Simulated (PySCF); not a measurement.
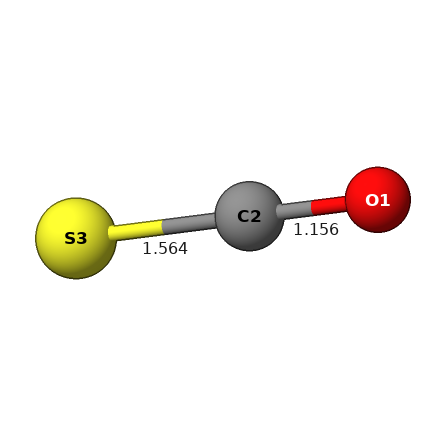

Bond lengths are marked in Å; every bond is drawn as one stick. The computed structure is the end point of a PBE0-D3(BJ)/def2-SVP optimisation. No frequency run is at hand to confirm it as a minimum.

Q: Which of the marked bonds are single, double, triple or aromatic?

A: O1–C2 double; C2–S3 double.

Q: Give the structure as SMILES.

A: O=C=S
